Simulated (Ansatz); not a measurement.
# Structural relaxation of (12,0) carbon nanotube (192 atoms)

Aim: bring (12,0) carbon nanotube (192 atoms) to a nearby minimum of the energy and see what moves.

Main program and level: Ansatz 0.2.0; Kohn-Sham DFT, PBE+D3(BJ), PAW (set soft_2), plane waves.

### 1. The starting structure

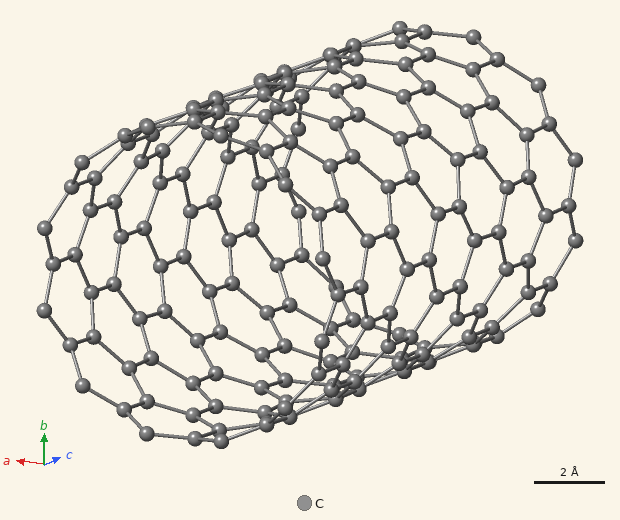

Start, viewed at a slant to the c axis; carbon grey.

The cell holds 192 atoms: 192 C. Its edges and angles: a = 21.397 Å, b = 21.397 Å, c = 17.043 Å, α = 90.0°, β = 90.0°, γ = 90.0°. It derives from C (graphene). Graphene sheet (a = 2.46 Å) rolled into a (12,0) tube of diameter 9.40 Å, 4 periods, 12 Å of vacuum; every coordinate displaced by a Gaussian of 0.02 Å. Vacuum lies along a and b. The structure repeats along c.

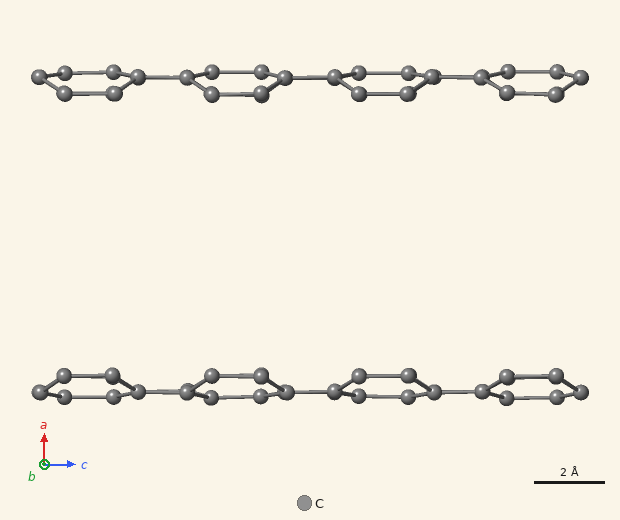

A slice 6 Å thick through the middle of the cell.

Before any run, some limits are plain. Only the Γ point is sampled, in a cell whose periodic width is 17 Å.

### 2. Single point at the start

A single point comes first, to see the forces before anything moves.

The input, input.yaml:

```yaml
crystal:
  lattice:
    - [21.39651, 0.0, 0.0]
    - [0.0, 21.39651, 0.0]
    - [0.0, 0.0, 17.04338]
  atoms:
    - { symbol: C, position: [0.71807, 0.50077, 0.08408] }
    - { symbol: C, position: [0.71294, 0.55715, 0.04123] }
    - { symbol: C, position: [0.69015, 0.61017, 0.08435] }
    - { symbol: C, position: [0.65579, 0.65392, 0.04144] }
    - { symbol: C, position: [0.71335, 0.55734, 0.20761] }
    - { symbol: C, position: [0.6904, 0.60977, 0.1691] }
    - { symbol: C, position: [0.60857, 0.68938, 0.08546] }
    - { symbol: C, position: [0.5549, 0.71264, 0.04144] }
    - { symbol: C, position: [0.65605, 0.65558, 0.20863] }
    - { symbol: C, position: [0.61083, 0.69008, 0.16853] }
    - { symbol: C, position: [0.50116, 0.71929, 0.08382] }
    - { symbol: C, position: [0.44252, 0.71213, 0.04083] }
    - { symbol: C, position: [0.5552, 0.71179, 0.20856] }
    - { symbol: C, position: [0.50055, 0.72033, 0.16695] }
    - { symbol: C, position: [0.38953, 0.69001, 0.08067] }
    - { symbol: C, position: [0.34411, 0.65409, 0.04208] }
    - { symbol: C, position: [0.44523, 0.7135, 0.20902] }
    - { symbol: C, position: [0.38986, 0.68989, 0.16805] }
    - { symbol: C, position: [0.30929, 0.61041, 0.08275] }
    - { symbol: C, position: [0.28714, 0.55717, 0.04302] }
    - { symbol: C, position: [0.34539, 0.65476, 0.20775] }
    - { symbol: C, position: [0.31068, 0.61069, 0.16441] }
    - { symbol: C, position: [0.28098, 0.50216, 0.08339] }
    - { symbol: C, position: [0.28762, 0.44309, 0.04082] }
    - { symbol: C, position: [0.28803, 0.55681, 0.2084] }
    - { symbol: C, position: [0.28129, 0.5, 0.16671] }
    - { symbol: C, position: [0.31011, 0.3895, 0.08273] }
    - { symbol: C, position: [0.34484, 0.3447, 0.04253] }
    - { symbol: C, position: [0.28806, 0.44353, 0.20831] }
    - { symbol: C, position: [0.30819, 0.39023, 0.16534] }
    - { symbol: C, position: [0.39009, 0.31137, 0.08224] }
    - { symbol: C, position: [0.44317, 0.28865, 0.04374] }
    [... 154 atom lines left out ...]
    - { symbol: C, position: [0.6911, 0.39012, 0.83227] }
    - { symbol: C, position: [0.71315, 0.443, 0.79115] }
    - { symbol: C, position: [0.65435, 0.34452, 0.95803] }
    - { symbol: C, position: [0.68991, 0.39113, 0.91753] }
    - { symbol: C, position: [0.71198, 0.44302, 0.95869] }
    - { symbol: C, position: [0.71997, 0.49963, 0.9179] }
kpoints:
  mp_grid: { grid: [1, 1, 1] }
hamiltonian:
  xc: pbe
  dispersion: d3bj
scf:
  occupations: { method: fermi_dirac, width: 0.05 }
output:
  forces: true
```

On the command line:

```
$ ansatz run input.yaml --threads 4 --pin off --max-ram 15872MiB --backend cpu --events-out ev --progress --plain --runs-dir out
```

Numbers of over 12 decimals in the logs are rounded to 6 here.

The program printed:

```text
Engine: ansatz 0.2.0, aarch64-unknown-linux-gnu
Pseudopotentials: kind: paw
Pseudopotential: C, paw, valence charge 4, recommended cutoff 420 eV (normal), C.paw.azcp
[... 5 lines on functional and potentials left out ...]
Crystal: 192 atoms, lattice volume = 7802.641 Å³
Basis set: ecut = 420 eV, 152449 PW (Γ), exchange–correlation on 288×288×240 points (8 copies of the dense FFT grid, shifted against one another)
Bands: 576, of which v1, the nominal top of the filled ones, is band 384 counted from 1 (383 counted from 0)
Symmetry: 1 space group operations
Space group: P1 (ITA 1), of the structure as read, at distance tolerance 2.0e-4 Å
k-points: 1
[... 3 lines on functional and potentials left out ...]
Initial density: superposition of atomic densities (neutral atoms: chi_scale 0, normalization atom), corrected by the library's trained network
Initial wavefunctions: pseudopotential atomic-orbital guess
Functional: x = pbe(κ = 0.804, μ = 0.219515), c = pbe(β = 0.066725)
SCF iter   1: F=—  HF=-48173.982222 eV  |F-HF|=—  |Δ(HF+E_count)|=         —  Δρ=2.11e-3  dr2=5.26e-1  ethr=1.77e-3  ⟨swp⟩=8.0  Hψ=3073  notcnv=0  defer=161
preconditioner: auto → LDOS  [metal: Δε(μ)=0.027 eV  Ē_g=14.606 eV  σ=0.050 eV  W_gap=0.13  n_scr=818 (ndim 8)  ℏωp=11.6 eV  f_vac=0.742  D(μ)=31.55/eV (n_scr^D=84)  β→1.0]
SCF iter   2: F=—  HF=-48174.059060 eV  |F-HF|=—  |Δ(HF+E_count)|=   7.68e-2  Δρ=1.07e-3  dr2=2.53e-1  ethr=6.85e-5  ⟨swp⟩=2.0  Hψ=968  notcnv=0  defer=177
SCF iter   3: F=—  HF=-48173.997915 eV  |F-HF|=—  |Δ(HF+E_count)|=   6.11e-2  Δρ=2.19e-4  dr2=6.47e-3  ethr=3.29e-5  ⟨swp⟩=2.0  Hψ=703  notcnv=0  defer=177
SCF iter   4: F=—  HF=-48174.003878 eV  |F-HF|=—  |Δ(HF+E_count)|=   5.96e-3  Δρ=3.22e-5  dr2=1.97e-4  ethr=8.42e-7  ⟨swp⟩=2.0  Hψ=785  notcnv=0  defer=177
SCF iter   5: F=—  HF=-48174.004162 eV  |F-HF|=—  |Δ(HF+E_count)|=   2.84e-4  Δρ=1.08e-5  dr2=5.74e-5  ethr=2.56e-8  ⟨swp⟩=2.0  Hψ=690  notcnv=0  defer=177
SCF iter   6: F=—  HF=-48174.005414 eV  |F-HF|=—  |Δ(HF+E_count)|=   1.25e-3  Δρ=4.73e-6  dr2=1.74e-5  ethr=7.48e-9  ⟨swp⟩=3.0  Hψ=713  notcnv=0  defer=177
SCF iter   7: F=—  HF=-48174.005418 eV  |F-HF|=—  |Δ(HF+E_count)|=   4.57e-6  Δρ=2.52e-6  dr2=2.49e-6  ethr=2.26e-9  ⟨swp⟩=2.0  Hψ=432  notcnv=0  defer=177
SCF iter   8: F=—  HF=-48174.005420 eV  |F-HF|=—  |Δ(HF+E_count)|=   2.27e-6  Δρ=1.22e-6  dr2=3.00e-7  ethr=3.24e-10  ⟨swp⟩=2.0  Hψ=630  notcnv=0  defer=177
SCF iter   9: F=-48174.005422 eV  HF=-48174.005421 eV  |F-HF|=2.46e-7  |Δ(HF+E_count)|=   1.05e-6  Δρ=5.11e-7  dr2=5.38e-8  ethr=1.30e-11  ⟨swp⟩=4.0  Hψ=1608  notcnv=0
SCF 1 converged in 9 iterations: F = -48174.005422 eV  dr2 = 5.38e-8
  greatest PAW one-centre occupation: 0.692 electrons in one spin orbital (limit 2), on the C atom at site 115 (counted from 0), in its partial waves of l = 0
SCF converged after 9 iterations
Free energy (F): -48174.005422 eV
Harris-Foulkes:  -48174.005421 eV  (|F-HF|=2.46e-7)
Internal energy: -48173.773704 eV  (E = F + TS)
E sigma→0 (E₀):  -48173.889563 eV
Entropy (-TS):   -0.231717 eV (-1.207 meV/atom)
Fermi energy:    -1.771727 eV
--- Per-component energies (eV) ---
  E_band       = -8476.820612
  E_kinetic    = 17523.929886
  E_local      = -318952.491648  (includes V_loc(G=0)·N_el)
  E_nonlocal   = 5262.803787
  E_hartree    = 150213.428836
  E_xc         = -9227.066132
  E_vxc        = -11423.560577  (∫ρ·V_xc dr)
  E_paw        = -19080.747417  (= ΣΔE_a)
  E_vpaw       = -1314.367442  (= ΣTr[D̂ρ^β])
  E_aug_tail   = 0.001516  (compensation charges beyond the density's cutoff)
  E_ewald      = 126103.921124
  E_disp       = -17.553658  (pairwise vdW)
  E_smearing   = -0.231717  (= −TS)
  E_closure    = 0.000000  (closes the sum)
  Σ components = -48174.005422   (vs F -48174.005422, Δ=0.00e0)
--- Forces (eV/Å), atoms counted from 1 ---
  atom   1  C      0.75061885    -0.58393077    -1.51496316
  atom   2  C     -0.40866266     0.52045695     0.57021853
  atom   3  C      0.52835809    -0.53777949     0.06299658
  atom   4  C     -1.16831760     1.30856610     0.79620615
  atom   5  C     -0.12933408    -0.21523714     1.12449034
  atom   6  C      0.21761119     0.52463295    -2.20311628
  atom   7  C      0.90079299    -0.11926570    -1.91925700
  atom   8  C      2.67591184    -0.74365776     0.19955858
  atom   9  C     -0.21361173     0.11554457     0.50712821
  atom  10  C     -1.64335427     0.66606303    -1.16355080
  atom  11  C     -2.90296862     0.40056196    -0.40938954
  atom  12  C      1.10450147     0.20000374     0.65518364
  atom  13  C      2.45873654    -0.14211652     0.48493097
  atom  14  C     -0.03144906     0.01948000    -0.71992063
[...]
atom 191  C      0.38719483     0.33856830    -0.46647178
  atom 192  C      0.00859757     1.15663396    -0.74868169
  max |Σ_I F_I| component: 2.17e-4 eV/Å
```

Elapsed: 2 min, on 4 threads of Arm Neoverse V1, shared host; peak memory 9.5 GiB; 7.8 min of CPU time.

Reading the cycles: dr2 is the Hartree energy of the density residual (eV), the measure of convergence; HF is the Harris–Foulkes estimate of the energy, which meets the free energy F at convergence.

Numbers from this run:

```yaml
free_energy: -48174.0054 eV
free_energy_per_atom: -250.9063 eV/atom
scf_cycles: 9
r_m_s_force_component: 1.227 eV/Å
longest_force: 5.526 eV/Å
fermi_energy: -1.772 eV
```

The r.m.s. force component of 1.2 eV/Å sets the starting point.

Length of the force by element:

| element | coordination | atoms | mean length of the force (eV/Å) | spread | least | most |
| --- | --- | --- | --- | --- | --- | --- |
| C | all | 192 | 1.84 | 1.06 | 0.136 | 5.53 |

### 3. Relaxation

The atoms are relaxed in the fixed cell, aiming at the force tolerance of the input.

Edit input.yaml of step 2 so:

```diff
@@ -16 +16,4 @@
   forces: true
+relax:
+  f_tol: 0.03
+  max_steps: 75
```

The program printed:

```text
[...]
Crystal: 192 atoms, lattice volume = 7802.641 Å³
Basis set: ecut = 420 eV, 152449 PW (Γ), exchange–correlation on 288×288×240 points (8 copies of the dense FFT grid, shifted against one another)
Bands: 576, of which v1, the nominal top of the filled ones, is band 384 counted from 1 (383 counted from 0)
Symmetry: 1 space group operations
[...]
k-points: 1
[...]
SCF iter   1: F=—  HF=-48173.982231 eV  |F-HF|=—  |Δ(HF+E_count)|=         —  Δρ=2.11e-3  dr2=5.26e-1  ethr=1.77e-3  ⟨swp⟩=8.0  Hψ=3073  notcnv=0  defer=161
[...]
SCF iter   6: F=-48174.005408 eV  HF=-48174.005414 eV  |F-HF|=6.01e-6  |Δ(HF+E_count)|=   1.82e-5  Δρ=4.72e-6  dr2=1.74e-5  ethr=2.93e-9  ⟨swp⟩=3.0  Hψ=1318  notcnv=0
SCF 1 converged in 6 iterations: F = -48174.005408 eV  dr2 = 1.74e-5
[...]
relax step   1: F+E_penalty+E_count = -48174.00540756 eV  Δ(F+E_penalty+E_count) = +0.000e0 eV  max|allowed force component| = 5.149e0 eV/Å  Δτ_max = 0.0000 Å  (6 SCF iters, dr2 threshold 2.25e-5 eV, accepted)
[...]
relax step   2: F+E_penalty+E_count = -48178.67310680 eV  Δ(F+E_penalty+E_count) = -4.668e0 eV  max|allowed force component| = 2.363e0 eV/Å  Δτ_max = 0.0777 Å  (7 SCF iters, dr2 threshold 1.00e-4 eV, accepted)
[...]
relax step   3: F+E_penalty+E_count = -48179.77752034 eV  Δ(F+E_penalty+E_count) = -1.104e0 eV  max|allowed force component| = 1.418e-1 eV/Å  Δτ_max = 0.0325 Å  (6 SCF iters, dr2 threshold 1.00e-4 eV, accepted)
relax step   4: F+E_penalty+E_count = -48179.79135032 eV  Δ(F+E_penalty+E_count) = -1.383e-2 eV  max|allowed force component| = 2.123e-2 eV/Å  Δτ_max = 0.0094 Å  (6 SCF iters, dr2 threshold 1.26e-6 eV, accepted)
[...]
relax step   5: F+E_penalty+E_count = -48179.79135085 eV  Δ(F+E_penalty+E_count) = -5.227e-7 eV  max|allowed force component| = 2.133e-2 eV/Å  Δτ_max = 0.0000 Å  (4 SCF iters, accepted)
SCF converged after 4 iterations
Free energy (F): -48179.791351 eV
[...]
Internal energy: -48179.529214 eV  (E = F + TS)
E sigma→0 (E₀):  -48179.660283 eV
Entropy (-TS):   -0.262136 eV (-1.365 meV/atom)
Fermi energy:    -1.794464 eV
[...]
--- Forces (eV/Å), atoms counted from 1 ---
  atom   1  C      0.00255699    -0.00307283     0.01000728
  atom   2  C     -0.00188779     0.00137252    -0.00941671
  atom   3  C      0.00250941    -0.00521131     0.00107329
  atom   4  C     -0.00008508     0.00487022    -0.00991198
  atom   5  C     -0.00405376     0.00920249     0.01305476
  atom   6  C      0.00045612    -0.00145970    -0.00532158
  atom   7  C     -0.00380644     0.00614315     0.00206741
  atom   8  C      0.00979802    -0.00699362    -0.00533753
  atom   9  C      0.00622126     0.00284300     0.01507327
  atom  10  C     -0.00369054     0.00626656    -0.00319027
  atom  11  C     -0.00249871     0.00213596     0.01854376
  atom  12  C     -0.00457934     0.00309736    -0.01128652
  atom  13  C      0.00624635    -0.00834259     0.00332002
  atom  14  C      0.00342513     0.00443192    -0.01526072
[...]
atom 191  C     -0.00180071    -0.00005971     0.00876392
  atom 192  C      0.00792624    -0.00183157    -0.01321264
  max |Σ_I F_I| component: 3.78e-5 eV/Å
--- Relaxed structure (5 steps of the walk, 5 accepted, 0 SCFs on fresh bases) ---
  F+E_penalty+E_count = -48179.79135085 eV   max|allowed force component| = 2.133e-2 eV/Å
  atoms:
    - { symbol: C, position: [0.721516, 0.500072, 0.083225] }
    - { symbol: C, position: [0.713972, 0.557384, 0.041545] }
    - { symbol: C, position: [0.691785, 0.610783, 0.083241] }
    - { symbol: C, position: [0.656537, 0.656595, 0.041545] }
[...]
- { symbol: C, position: [0.721499, 0.500072, 0.916542] }
```

Wall time 7.1 min (4 threads); peak memory 9.5 GiB.

The steps of the relaxation:

| step | energy less that of the first step (eV) | largest force component (eV/Å) |
| --- | --- | --- |
| 1 | 0.0000 | 5.1493 |
| 2 | -4.6677 | 2.3631 |
| 3 | -5.7721 | 0.1418 |
| 4 | -5.7859 | 0.0212 |
| 5 | -5.7859 | 0.0213 |

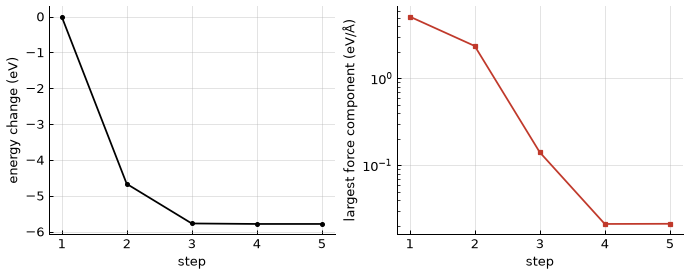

Energy and largest force along the relaxation.

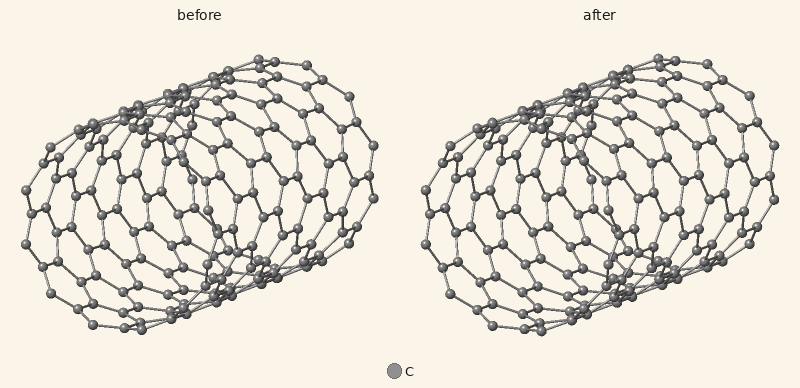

Before and after, at one scale.

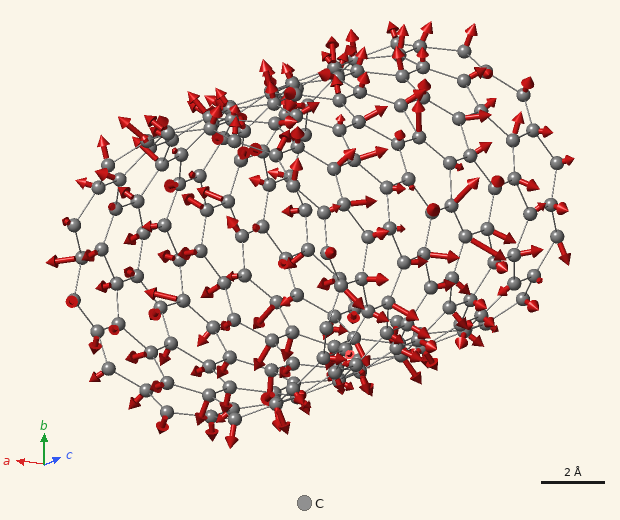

Displacements in the relaxation, exaggerated; the longest in the cell stands for 0.10 Å.

The atoms that moved most (Å):

| atom | dx | dy | dz | length |
| --- | --- | --- | --- | --- |
| C119 | -0.083 | -0.047 | 0.025 | 0.099 |
| C116 | -0.063 | 0.065 | 0.002 | 0.091 |
| C141 | 0.059 | -0.064 | 0.010 | 0.088 |
| C112 | -0.008 | 0.082 | -0.020 | 0.085 |
| C51 | 0.065 | 0.052 | -0.005 | 0.083 |
| C94 | 0.080 | 0.015 | -0.017 | 0.083 |
| C72 | -0.077 | -0.025 | -0.015 | 0.083 |
| C7 | 0.046 | 0.052 | -0.038 | 0.079 |

The relaxation changed the energy by -30.1 meV/atom, and atoms moved by 0.052 Å r.m.s., 0.099 Å at most.

### 4. Structure statistics after relaxation

Bonds before and after, by the cutoffs listed below:

| pair | bonds before | bonds after | mean before (Å) | mean after (Å) | spread before (Å) | spread after (Å) |
| --- | --- | --- | --- | --- | --- | --- |
| C-C | 288 | 288 | 1.419 | 1.424 | 0.028 | 0.003 |

Normalised to the volume that the atoms fill. Pair distribution function in bins of 0.2 Å:

| r (Å) | total |
| --- | --- |
| 1.40 | 6.85 |
| 1.60 | 0.00 |
| 1.80 | 0.00 |
| 2.00 | 0.00 |
| 2.20 | 0.00 |
| 2.40 | 4.56 |
| 2.60 | 0.00 |
| 2.80 | 1.75 |
| 3.00 | 0.00 |
| 3.20 | 0.00 |
| 3.40 | 0.00 |
| 3.60 | 0.69 |
| 3.80 | 1.30 |
| 4.00 | 0.00 |
| 4.20 | 1.55 |
| 4.40 | 0.00 |
| 4.60 | 0.00 |
| 4.80 | 0.42 |
| 5.00 | 1.51 |
| 5.20 | 0.35 |
| 5.40 | 0.00 |
| 5.60 | 0.45 |
| 5.80 | 0.27 |
| 6.00 | 0.00 |
| 6.20 | 0.98 |
| 6.40 | 0.46 |
| 6.60 | 0.47 |
| 6.80 | 0.57 |

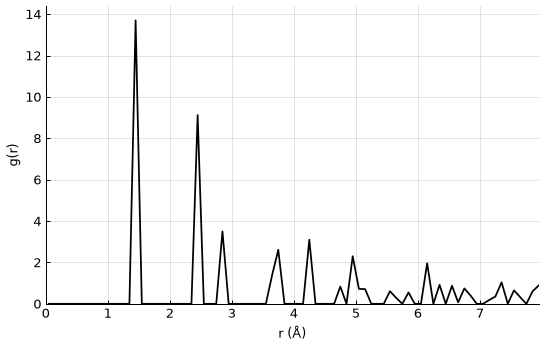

Pair distribution functions.

Bonds by pair of elements; cutoffs follow the first minimum of g(r), held within bounds set by covalent radii, and pairs that aren't listed don't count as bonded:

| pair A-B | cutoff (Å) | bonds | mean length (Å) | spread (Å) | shortest (Å) | B about A | A about B |
| --- | --- | --- | --- | --- | --- | --- | --- |
| C-C | 1.82 | 288 | 1.42 | 0.003 | 1.42 | 3 | 3 |

How many atoms have how many bonded neighbours:

| element | mean | 3 |
| --- | --- | --- |
| C | 3 | 192 |

Bond angles (no mean is given where the spread exceeds 20°):

| angle | count | mean (°) | spread (°) |
| --- | --- | --- | --- |
| C-C-C | 576 | 119 | 0.6 |

By these cutoffs all C atoms have 3 bonded neighbours. The C-C-C angle averages 119° with a spread of 0.6°.

[end of part 1 of 2]

[Logs are printed without paths, hosts, clocks, repeated set-up lines and the standing remarks that a program may print on its own settings, such as how far it seeks lower states.]

[Hosts, paths, dates, database ids (printed as entryN), source tags and the programs' standing remarks are cut or masked in the printed files.]
